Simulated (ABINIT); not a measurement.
**How the form of the self-energy moves the gap of GaN (F-43m)**

Aim: compare treatments of exchange, screening and correlation for the gap of GaN (F-43m).

Calculated with ABINIT 10.8.3; PBE and many-body steps on it, plane waves.

**What was measured.**

- Gap 3.23 eV: absorption onset (direct gap at Gamma) of unexcited film, from imaginary part of dielectric function; spectroscopic ellipsometry (steady-state reference of time-resolved measurement); 300 K; film on 3C-SiC/Si(001) (“Femtosecond pump-probe absorption edge spectroscopy of cubic GaN”, 2022, arxiv:2206.02223).

### 1. The starting structure

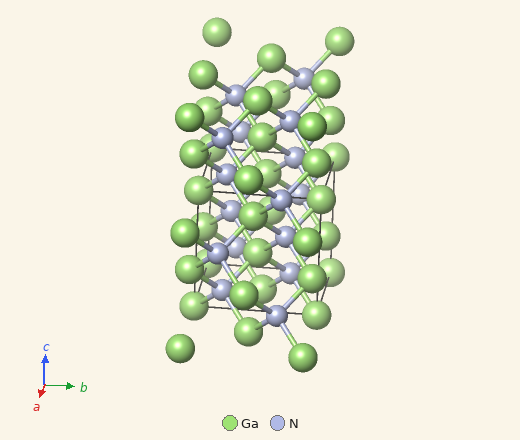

The starting structure, seen slightly off an axis (gallium green, nitrogen light blue). 2×1×2 cells are drawn. This picture shows the conventional cell, with its axes. Bonds to atoms that aren't drawn are left out. Some periodic images of atoms are drawn too.

The cell and positions are those that the Materials Project relaxed with its own functionals (PBE, PBE+U or r2SCAN), kept fixed. This is not the form that GaN usually takes at ambient conditions.

### 2. Empty states on the mesh, 6×6×6 mesh, 210 bands

This step: ABINIT 10.8.3; DFT, PBE, plane waves, norm-conserving pseudopotentials.

The sums over transitions need many empty states on a uniform mesh; this step solves for them.

run.abi reads:

```
acell 3*1.0 Angstrom
rprim 
  0.000000000000 2.253500607500 2.253500607500
  2.253500607500 0.000000000000 2.253500607500
  2.253500607500 2.253500607500 0.000000000000
ntypat 2
znucl 31 7
natom 2
typat 1 2
xred 
  0.000000000000 0.000000000000 0.000000000000
  0.750000000000 0.750000000000 0.750000000000
pp_dirpath "pseudos"
pseudos "Ga.upf, N.upf"
ecut 36
ngkpt 6 6 6
nshiftk 1
shiftk 0 0 0
kptopt 1
chksymbreak 0
irdden 1
istwfk *1
nband 210
prtvol 0
optdriver 6
gwr_task "HDIAGO"
paral_kgb 0
occopt 1
indata_prefix "in"
outdata_prefix "out"
tmpdata_prefix "tmp"
```

Run with:

```
> OMP_NUM_THREADS=1 mpirun -n 4 abinit run.abi > log
```

The program printed:

```text
.Version 10.8.3 of ABINIT. v10.8.2 released Aug 2026.

 Symmetries : space group F-4 3 m (#216); Bravais cF (face-center cubic)
[... echo of the input left out ...]
== DATASET  1 ==================================================================
-   mpi_nproc: 4, omp_nthreads: 1 (-1 if OMP is not activated)

--- !DatasetInfo
iteration_state: {dtset: 1, }
dimensions: {natom: 2, nkpt: 16, mband: 210, nsppol: 1, nspinor: 1, nspden: 1, mpw: 1639, }
cutoff_energies: {ecut:  36.0, pawecutdg:  -1.0, }
[...]
Direct band gap semiconductor
 Fundamental gap:     1.759 (eV)
   VBM:     5.322 (eV) at k: [ 0.0000E+00,  0.0000E+00,  0.0000E+00]
   CBM:     7.081 (eV) at k: [ 0.0000E+00,  0.0000E+00,  0.0000E+00]
 Direct gap:         1.759 (eV) at k: [ 0.0000E+00,  0.0000E+00,  0.0000E+00]

== END DATASET(S) ==============================================================
================================================================================

 -outvars: echo values of variables after computation  --------
           etotal      0.0000000000E+00
            nband         210
             nkpt          16
          spgroup         216
 [... the other variables as echoed above ...]

 Calculation completed.
```

Run time: 8.4 s. Hardware: 4 MPI ranks of AMD EPYC 9R45, shared host; peak memory 0.84 GiB.

This step gave:

```
gap                                                           : 1.759 eV
k of the valence top                                          : 0, 0, 0
k of the conduction bottom                                    : 0, 0, 0
least direct gap                                              : 1.759 eV
k points computed                                             : 16
lowest point of the top converged band, above the valence top : 222.8978 eV
```

On this mesh the gap is 1.759 eV.

The density comes from a self-consistent run that is not shown.

### 3. Screening, 6×6×6 mesh, 202 bands, screening to 304.8 eV

The RPA dielectric matrix is built and inverted for each q.

This step: RPA screening on PBE, plane waves, norm-conserving pseudopotentials.

run.abi: that of step 2 with these lines changed.

```diff
@@ -20,10 +20,11 @@
 chksymbreak 0
-irdden 1
 istwfk *1
-nband 210
-prtvol 0
-optdriver 6
-gwr_task "HDIAGO"
-paral_kgb 0
 occopt 1
+irdwfk 1
+optdriver 3
+nband 202
+ecuteps 11.2
+inclvkb 2
+awtr 1
+symchi 1
 indata_prefix "in"
```

The program printed:

```text
.Version 10.8.3 of ABINIT. v10.8.2 released Aug 2026.

 Symmetries : space group F-4 3 m (#216); Bravais cF (face-center cubic)
[... echo of the input left out ...]
== DATASET  1 ==================================================================
-   mpi_nproc: 4, omp_nthreads: 1 (-1 if OMP is not activated)

--- !DatasetInfo
iteration_state: {dtset: 1, }
dimensions: {natom: 2, nkpt: 16, mband: 202, nsppol: 1, nspinor: 1, nspden: 1, mpw: 1639, }
cutoff_energies: {ecut:  36.0, pawecutdg:  -1.0, }
electrons: {nelect:   1.80000000E+01, charge:   0.00000000E+00, occopt:   1.00000000E+00, tsmear:   1.00000000E-02, }

 SCREENING: Calculation of the susceptibility and dielectric matrices

 Based on a program developped by R.W. Godby, V. Olevano, G. Onida, and L. Reining.
 Incorporated in ABINIT by V. Olevano, G.-M. Rignanese, and M. Torrent.
.Using double precision arithmetic ; gwpc =  8

[... cell and pseudopotentials left out ...]
--------------------------------------------------------------------------------

 ==== K-mesh for the wavefunctions ====
 Number of points in the irreducible wedge :    16
[... list of points left out ...]
 Together with 24 symmetry operations and time-reversal symmetry
 yields   216 points in the full Brillouin Zone.

 ==== Q-mesh for the screening function ====
 Number of points in the irreducible wedge :    16
[... list of points left out ...]
 Together with 24 symmetry operations and time-reversal symmetry
 yields   216 points in the full Brillouin Zone.

 setmesh: FFT mesh size selected  =    25x   25x   25
          total number of points  =        15625

 vcoul_init : cutoff-mode = AUXILIARY_FUNCTION
 q-points for optical limit:   1
     1)      0.000010    0.000020    0.000030

- screening: taking advantage of time-reversal symmetry
- Maximum band index for partially occupied states nbvw = 9
- Remaining bands to be divided among processors   nbcw = 193
- Number of bands treated by each node ~48

 Number of electrons calculated from density =   18.0000; Expected =   18.0000
 average of density, n =  0.116539
 r_s =    1.2700
 omega_plasma =   32.9300 [eV]

 calculating chi0 at frequencies [eV] :
  1    0.000000E+00    0.000000E+00
  2    0.000000E+00    3.293002E+01

--------------------------------------------------------------------------------
  q-point number  1        q = ( 0.000000, 0.000000, 0.000000) [r.l.u.]
--------------------------------------------------------------------------------
[... chi0 elements left out ...]
 For q-point:  0.000010 0.000020 0.000030
  dielectric constant =   6.3907
  dielectric constant without local fields =   6.8924

  Average fulfillment of the sum rule on Im[epsilon] for q-point    1 :    113.91  [%]
[... wings left out ...]
  q-point number  2        q = ( 0.166667, 0.000000, 0.000000) [r.l.u.]
--------------------------------------------------------------------------------
[... chi0 elements left out ...]
  Average fulfillment of the sum rule on Im[epsilon] for q-point    2 :    146.27  [%]

 [... 14 further q-points ...]
```

Run time: 89 s. Hardware: 4 MPI ranks; peak memory 1.4 GiB.

Numbers from this step:

* ε∞ with local fields, on this mesh, along the program's q direction: 6.391
* the same without local fields: 6.892
* plasma frequency: 32.93 eV
* plane waves in the screening matrix: 283

Local fields lower ε∞ by 7 %.

### 4. G0W0, Godby-Needs plasmon pole

The self-energy is evaluated for the states that the input lists, and the levels follow from it, in one-shot runs by the linearised quasiparticle equation.

This step: G0W0 on PBE, plane waves, norm-conserving pseudopotentials.

run.abi: that of step 3 with these lines changed.

```diff
@@ -23,8 +23,15 @@
 irdwfk 1
-optdriver 3
+optdriver 4
 nband 202
+gwcalctyp 0
+ecutsigx 36
+symsigma 1
+nkptgw 1
+kptgw 
+  0.0000000000 0.0000000000 0.0000000000
+bdgw 
+  7 13
 ecuteps 11.2
-inclvkb 2
-awtr 1
-symchi 1
+irdscr 1
+ppmodel 1
 indata_prefix "in"
```

The program printed:

```text
.Version 10.8.3 of ABINIT. v10.8.2 released Aug 2026.

 Symmetries : space group F-4 3 m (#216); Bravais cF (face-center cubic)
[... echo of the input left out ...]
== DATASET  1 ==================================================================
-   mpi_nproc: 4, omp_nthreads: 1 (-1 if OMP is not activated)

--- !DatasetInfo
iteration_state: {dtset: 1, }
dimensions: {natom: 2, nkpt: 16, mband: 202, nsppol: 1, nspinor: 1, nspden: 1, mpw: 1639, }
cutoff_energies: {ecut:  36.0, pawecutdg:  -1.0, }
electrons: {nelect:   1.80000000E+01, charge:   0.00000000E+00, occopt:   1.00000000E+00, tsmear:   1.00000000E-02, }

 SIGMA: Calculation of the GW corrections

 Based on a program developped by R.W. Godby, V. Olevano, G. Onida, and L. Reining.
 Incorporated in ABINIT by V. Olevano, G.-M. Rignanese, and M. Torrent.
.Using double precision arithmetic ; gwpc =  8

[... cell and pseudopotentials left out ...]
--------------------------------------------------------------------------------

 ==== K-mesh for the wavefunctions ====
 Number of points in the irreducible wedge :    16
[... list of points left out ...]
 Together with 24 symmetry operations and time-reversal symmetry
 yields   216 points in the full Brillouin Zone.

 ==== Q-mesh for screening function ====
 Number of points in the irreducible wedge :    16
[... list of points left out ...]
 Together with 24 symmetry operations and time-reversal symmetry
 yields   216 points in the full Brillouin Zone.

 vcoul_init : cutoff-mode = AUXILIARY_FUNCTION
 q-points for optical limit:   1
     1)      0.000010    0.000020    0.000030
 setmesh: FFT mesh size selected  =    36x   36x   36
          total number of points  =        46656

 Number of electrons calculated from density =   18.0000; Expected =   18.0000
 average of density, n =  0.116539
 r_s =    1.2700
 omega_plasma =   32.9300 [eV]

 === KS Band Gaps ===
  >>>> For spin  1
   Minimum direct gap =   1.7587 [eV], located at k-point      :   0.0000  0.0000  0.0000
   Fundamental gap    =   1.7587 [eV], Top of valence bands at :   0.0000  0.0000  0.0000
                                       Bottom of conduction at :   0.0000  0.0000  0.0000
 SIGMA fundamental parameters:
 PLASMON POLE MODEL  1
 number of plane-waves for SigmaX                 1639
 number of plane-waves for SigmaC and W            283
 number of plane-waves for wavefunctions          1639
 number of bands                                   202
 number of independent spin polarizations            1
 number of spinorial components                      1
 number of k-points in IBZ                          16
 number of q-points in IBZ                          16
 number of symmetry operations                      24
 number of k-points in BZ                          216
 number of q-points in BZ                          216
 number of frequencies for dSigma/dE                 9
 frequency step for dSigma/dE [eV]                0.25
 number of omega for Sigma on real axis              0
 max omega for Sigma on real axis  [eV]           0.00
 zcut for avoiding poles [eV]                     0.10

 EPSILON^-1 parameters (SCR file):
 dimension of the eps^-1 matrix on file            283
 dimension of the eps^-1 matrix used               283
 number of plane-waves for wavefunctions          1639
 number of bands                                   202
 number of q-points in IBZ                          16
 number of frequencies                               2
 number of real frequencies                          1
 number of imag frequencies                          1

 matrix elements of self-energy operator (all in [eV])

 Perturbative Calculation

--- !SelfEnergy_ee
iteration_state: {dtset: 1, }
kpoint     : [   0.000,    0.000,    0.000, ]
spin       : 1
KS_gap     :    1.759
QP_gap     :    2.164
Delta_QP_KS:    0.405
data: !SigmaeeData |
     Band     E0 <VxcDFT>   SigX SigC(E0)      Z dSigC/dE  Sig(E)    E-E0       E
        7   5.322 -18.356 -21.281   2.447   0.795  -0.258 -18.737  -0.381   4.941
        8   5.322 -18.356 -21.281   2.447   0.795  -0.258 -18.737  -0.381   4.941
        9   5.322 -18.356 -21.281   2.447   0.795  -0.258 -18.737  -0.381   4.941
       10   7.081 -13.893  -9.985  -3.878   0.820  -0.220 -13.869   0.024   7.105
       11  15.678 -12.135  -7.192  -4.972   0.838  -0.193 -12.159  -0.024  15.654
       12  15.678 -12.135  -7.192  -4.972   0.838  -0.193 -12.159  -0.024  15.654
       13  15.678 -12.135  -7.192  -4.972   0.838  -0.193 -12.159  -0.024  15.654

== END DATASET(S) ==============================================================
================================================================================

 -outvars: echo values of variables after computation  --------
           etotal      0.0000000000E+00
            nband         202
             nkpt          16
          spgroup         216
 [... the other variables as echoed above ...]

 Calculation completed.
```

Elapsed: 16 s, on 4 MPI ranks; peak memory 1.5 GiB; 62 s of CPU time.

Numbers from this step:

| Quantity | Value |
| --- | --- |
| G0W0 gap on the points computed | 2.164 eV |
| starting gap on the mesh | 1.759 eV |
| k of the valence top | 0, 0, 0 |
| k of the conduction bottom | 0, 0, 0 |
| Z at the valence top | 0.795 |
| Z at the conduction bottom | 0.82 |
| least direct G0W0 gap on the computed points | 2.164 eV |

The gap on the mesh goes from 1.76 eV to 2.16 eV, a correction of +0.41 eV.

### 5. G0W0, Hybertsen-Louie plasmon pole

run.abi: that of step 4 with these lines changed.

```diff
@@ -35,3 +35,3 @@
 irdscr 1
-ppmodel 1
+ppmodel 2
 indata_prefix "in"
```

The program printed:

```text
.Version 10.8.3 of ABINIT. v10.8.2 released Aug 2026.

 Symmetries : space group F-4 3 m (#216); Bravais cF (face-center cubic)
[... echo of the input left out ...]
== DATASET  1 ==================================================================
-   mpi_nproc: 4, omp_nthreads: 1 (-1 if OMP is not activated)

--- !DatasetInfo
iteration_state: {dtset: 1, }
dimensions: {natom: 2, nkpt: 16, mband: 202, nsppol: 1, nspinor: 1, nspden: 1, mpw: 1639, }
cutoff_energies: {ecut:  36.0, pawecutdg:  -1.0, }
electrons: {nelect:   1.80000000E+01, charge:   0.00000000E+00, occopt:   1.00000000E+00, tsmear:   1.00000000E-02, }

 SIGMA: Calculation of the GW corrections

 Based on a program developped by R.W. Godby, V. Olevano, G. Onida, and L. Reining.
 Incorporated in ABINIT by V. Olevano, G.-M. Rignanese, and M. Torrent.
.Using double precision arithmetic ; gwpc =  8

[... cell and pseudopotentials left out ...]
--------------------------------------------------------------------------------

 ==== K-mesh for the wavefunctions ====
 Number of points in the irreducible wedge :    16
[... list of points left out ...]
 Together with 24 symmetry operations and time-reversal symmetry
 yields   216 points in the full Brillouin Zone.

 ==== Q-mesh for screening function ====
 Number of points in the irreducible wedge :    16
[... list of points left out ...]
 Together with 24 symmetry operations and time-reversal symmetry
 yields   216 points in the full Brillouin Zone.

 vcoul_init : cutoff-mode = AUXILIARY_FUNCTION
 q-points for optical limit:   1
     1)      0.000010    0.000020    0.000030
 setmesh: FFT mesh size selected  =    36x   36x   36
          total number of points  =        46656

 Number of electrons calculated from density =   18.0000; Expected =   18.0000
[...]
number of q-points in BZ                          216
 number of frequencies for dSigma/dE                 9
 frequency step for dSigma/dE [eV]                0.25
 number of omega for Sigma on real axis              0
 max omega for Sigma on real axis  [eV]           0.00
 zcut for avoiding poles [eV]                     0.10

 EPSILON^-1 parameters (SCR file):
 dimension of the eps^-1 matrix on file            283
 dimension of the eps^-1 matrix used               283
 number of plane-waves for wavefunctions          1639
 number of bands                                   202
 number of q-points in IBZ                          16
 number of frequencies                               2
 number of real frequencies                          1
 number of imag frequencies                          1

 matrix elements of self-energy operator (all in [eV])

 Perturbative Calculation

--- !SelfEnergy_ee
iteration_state: {dtset: 1, }
kpoint     : [   0.000,    0.000,    0.000, ]
spin       : 1
KS_gap     :    1.759
QP_gap     :    2.413
Delta_QP_KS:    0.655
data: !SigmaeeData |
     Band     E0 <VxcDFT>   SigX SigC(E0)      Z dSigC/dE  Sig(E)    E-E0       E
        7   5.322 -18.356 -21.281   1.673   0.853  -0.172 -19.424  -1.069   4.253
        8   5.322 -18.356 -21.281   1.673   0.853  -0.172 -19.424  -1.069   4.253
        9   5.322 -18.356 -21.281   1.673   0.853  -0.172 -19.424  -1.069   4.253
       10   7.081 -13.893  -9.985  -4.386   0.865  -0.156 -14.307  -0.414   6.667
       11  15.678 -12.135  -7.192  -5.301   0.871  -0.148 -12.446  -0.312  15.366
       12  15.678 -12.135  -7.192  -5.301   0.871  -0.148 -12.446  -0.312  15.366
       13  15.678 -12.135  -7.192  -5.301   0.871  -0.148 -12.446  -0.312  15.366

== END DATASET(S) ==============================================================
================================================================================

 -outvars: echo values of variables after computation  --------
           etotal      0.0000000000E+00
            nband         202
             nkpt          16
          spgroup         216
 [... the other variables as echoed above ...]

 Calculation completed.
```

Wall time 16 s (4 MPI ranks); peak memory 1.4 GiB.

Numbers from this step:

- G0W0 gap on the points computed: 2.414 eV
- starting gap on the mesh: 1.759 eV
- k of the valence top: 0, 0, 0
- k of the conduction bottom: 0, 0, 0
- Z at the valence top: 0.853
- Z at the conduction bottom: 0.865
- least direct G0W0 gap on the computed points: 2.414 eV

Against G0W0 in ABINIT (6×6×6 mesh, 202 bands, screening to 304.8 eV, Godby-Needs plasmon pole), the gap moves by +0.250 eV.

### 6. G0W0, von der Linden-Horsch plasmon pole

run.abi: that of step 5 with these lines changed.

```diff
@@ -35,3 +35,3 @@
 irdscr 1
-ppmodel 2
+ppmodel 3
 indata_prefix "in"
```

The program printed:

```text
.Version 10.8.3 of ABINIT. v10.8.2 released Aug 2026.

 Symmetries : space group F-4 3 m (#216); Bravais cF (face-center cubic)
[... echo of the input left out ...]
== DATASET  1 ==================================================================
-   mpi_nproc: 4, omp_nthreads: 1 (-1 if OMP is not activated)

--- !DatasetInfo
iteration_state: {dtset: 1, }
dimensions: {natom: 2, nkpt: 16, mband: 202, nsppol: 1, nspinor: 1, nspden: 1, mpw: 1639, }
cutoff_energies: {ecut:  36.0, pawecutdg:  -1.0, }
[...]
11  15.678 -12.135  -7.192  -5.455   0.889  -0.125 -12.590  -0.455  15.223
       12  15.678 -12.135  -7.192  -5.455   0.889  -0.125 -12.590  -0.455  15.223
       13  15.678 -12.135  -7.192  -5.455   0.889  -0.125 -12.590  -0.455  15.223

== END DATASET(S) ==============================================================
================================================================================

 -outvars: echo values of variables after computation  --------
           etotal      0.0000000000E+00
            nband         202
             nkpt          16
          spgroup         216
 [... the other variables as echoed above ...]

 Calculation completed.
```

Wall time 6.4 s (4 MPI ranks); peak memory 1.3 GiB.

This step gave:

```
G0W0 gap on the points computed              : 2.163 eV
starting gap on the mesh                     : 1.759 eV
k of the valence top                         : 0, 0, 0
k of the conduction bottom                   : 0, 0, 0
least direct G0W0 gap on the computed points : 2.163 eV
```

Against G0W0 in ABINIT (6×6×6 mesh, 202 bands, screening to 304.8 eV, Godby-Needs plasmon pole), the gap moves by −0.001 eV.

(Part 1 of 2 ends here.)

[Paths, hosts, dates, memory and timing lines, banners, echoed tables and standing remarks are left out of the program output.]

[Logs are printed without paths, hosts, clocks, repeated set-up lines and the standing remarks that a program may print on its own settings, such as how far it seeks lower states.]

[Runs of the session that timed out or met a known fault of the program may be left out.]

[Hosts, paths, dates, database ids (printed as entryN), source tags and the programs' standing remarks are cut or masked in the printed files.]

[G0W0 gaps are taken among the corrected bands and points alone; a level outside them can change the order at an edge.]

[Where Ansatz stands beside ABINIT at settings called matched, ABINIT's density can come from a denser mesh and the files from another edition; pairs whose starting gaps differed by over 0.03 eV were left out, so agreement reads better than it is.]
